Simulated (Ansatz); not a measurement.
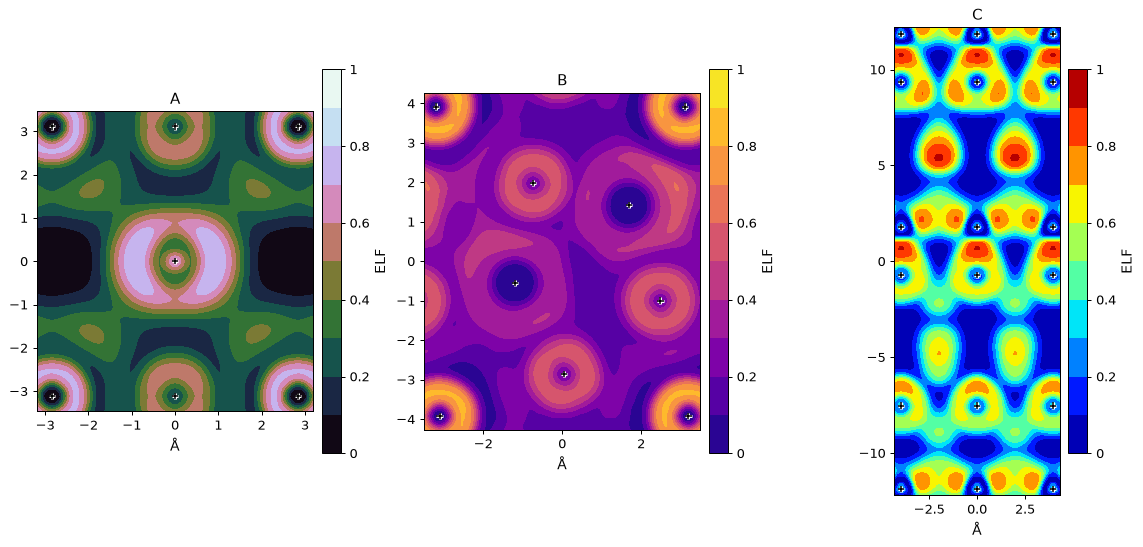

The ELF of 3 systems, each on a plane through atoms (crosses mark nuclei in the plane).

The calculation used DFT PBE, scalar-relativistic, plane waves, PAW (Ansatz).

System 1: ZrGe₂Pd₃, the (010) plane of the conventional cell. Space group P2₁/m; a structure from a database of computed crystals, not necessarily the ambient phase; a generated structure, not necessarily the stable one; changed on purpose from its base cell (the structure that the rattled cell fell into).

```yaml
crystal:
  lattice:
    - [6.30470, 0.00000, -0.00172]
    - [0.00000, 3.98726, 0.00000]
    - [-0.09187, 0.00000, 7.84335]
  atoms:
    - { symbol: Zr, position: [0.96169, 0.25000, 0.18563] }
    - { symbol: Zr, position: [0.03831, 0.75000, 0.81437] }
    - { symbol: Ge, position: [0.26646, 0.75000, 0.13335] }
    - { symbol: Ge, position: [0.27013, 0.25000, 0.61638] }
    - { symbol: Ge, position: [0.73354, 0.25000, 0.86665] }
    - { symbol: Ge, position: [0.72987, 0.75000, 0.38362] }
    - { symbol: Pd, position: [0.65258, 0.75000, 0.06240] }
    - { symbol: Pd, position: [0.85461, 0.25000, 0.55869] }
    - { symbol: Pd, position: [0.34742, 0.25000, 0.93760] }
    - { symbol: Pd, position: [0.14539, 0.75000, 0.44131] }
    - { symbol: Pd, position: [0.46465, 0.25000, 0.32140] }
    - { symbol: Pd, position: [0.53535, 0.75000, 0.67860] }
```

System 2: Al₂As₅, the (010) plane of the conventional cell. Space group P3m1; a generated structure, not necessarily the stable one.

```yaml
crystal:
  lattice:
    - [3.96459, 0.00000, 0.00000]
    - [-1.98230, 3.43344, 0.00000]
    - [0.00000, 0.00000, 23.71606]
  atoms:
    - { symbol: Al, position: [0.00000, 0.00000, 0.42447] }
    - { symbol: Al, position: [0.66667, 0.33333, 0.28332] }
    - { symbol: Al, position: [0.33333, 0.66667, 0.14203] }
    - { symbol: Al, position: [0.00000, 0.00000, 0.00074] }
    - { symbol: As, position: [0.33333, 0.66667, 0.46315] }
    - { symbol: As, position: [0.00000, 0.00000, 0.31877] }
    - { symbol: As, position: [0.66667, 0.33333, 0.17753] }
    - { symbol: As, position: [0.33333, 0.66667, 0.03614] }
    - { symbol: As, position: [0.00000, 0.00000, 0.89412] }
    - { symbol: As, position: [0.33333, 0.66667, 0.84317] }
    - { symbol: As, position: [0.33333, 0.66667, 0.69340] }
    - { symbol: As, position: [0.66667, 0.33333, 0.74674] }
    - { symbol: As, position: [0.66667, 0.33333, 0.55445] }
    - { symbol: As, position: [0.00000, 0.00000, 0.60747] }
```

System 3: Si₅PdW, the (110) plane of the conventional cell. Space group P4/mmm; a generated structure, not necessarily the stable one.

Q: Match each panel to its system.

A: Panel A is system 3, Si₅PdW: the plane holds Si, Pd and W. Pd–W (2.84 Å): the ELF is about 0.25 at the midpoint; no shared electron pair shows on this line. Panel B is system 1, ZrGe₂Pd₃: the plane holds Zr, Ge and Pd. Ge–Pd (2.50 Å): the ELF is about 0.35 at the midpoint: no shared electron pair shows on this line. Panel C is system 2, Al₂As₅: the plane holds Al and As. Al–As (2.51 Å): the ELF peaks at about 0.90 between the atoms.
